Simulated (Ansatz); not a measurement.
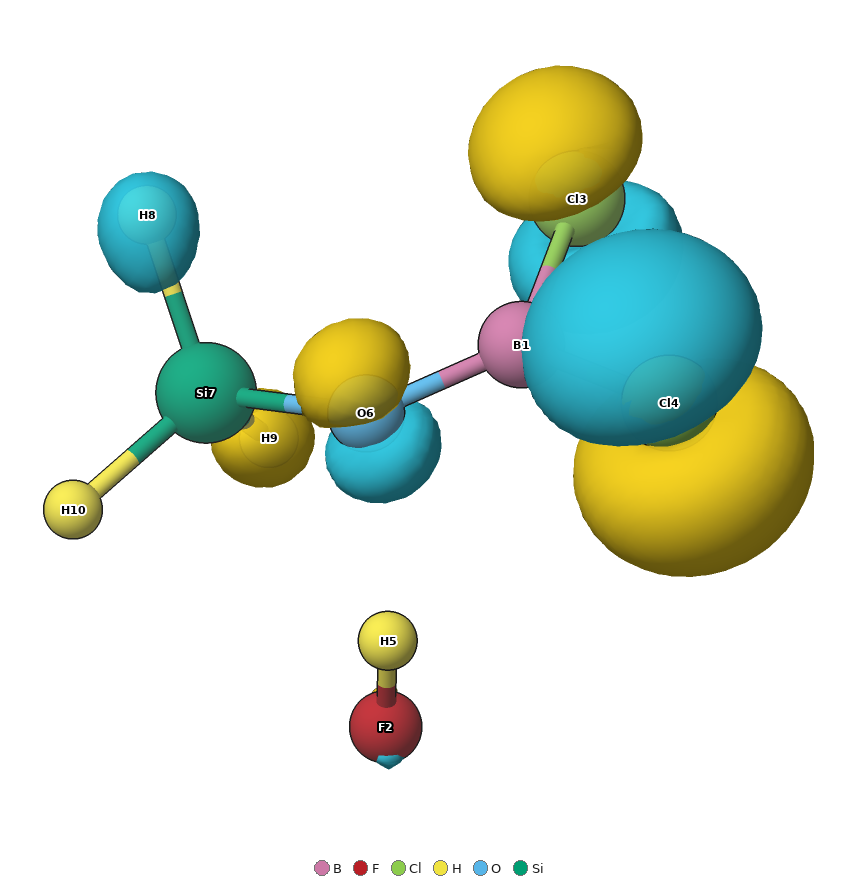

The picture shows: BCl$_{2}$H$_{3}$OSi···HF. The HOMO−1 at ±0.15 Å⁻³ᐟ² (yellow and cyan are the two phases), seen at a tilt.

The calculation used Ansatz, RKS PBE-D4/def2-SVP.

Input

```
crystal:
  periodic: [false, false, false]
  atoms:
    - { symbol: B, position_ang: [-1.181732, -0.240102, -0.858325] }
    - { symbol: F, position_ang: [0.881239, 1.429907, -1.422665] }
    - { symbol: Cl, position_ang: [-0.658773, -1.727534, -1.64101] }
    - { symbol: Cl, position_ang: [-2.442541, 0.755023, -1.577494] }
    - { symbol: H, position_ang: [0.29472, 1.806627, -0.825131] }
    - { symbol: O, position_ang: [-0.668498, 0.16434, 0.407129] }
    - { symbol: Si, position_ang: [0.670198, -0.43922, 1.280692] }
    - { symbol: H, position_ang: [0.145516, -1.296564, 2.395138] }
    - { symbol: H, position_ang: [1.598195, -1.219485, 0.402631] }
    - { symbol: H, position_ang: [1.361676, 0.767108, 1.838835] }
basis:
  gaussian: { orbitals: def2-SVP }
hamiltonian:
  xc: pbe
  dispersion: d4
relax:
  f_tol: 0.03
  max_steps: 50
output:
  orbitals: {}
```

Run with:

```sh
ansatz run input.yaml --threads 2 --pin off --max-ram 3072MiB --backend cpu --events-out ev --progress --plain --runs-dir out
```

The fields are those of the relaxed geometry.

### What is the character of this orbital?

Its weight (Hirshfeld) is mainly on Cl4 (about 60 %), Cl3 (about 20 %) and O6 (about 5 %). Its energy is −8.09 eV.
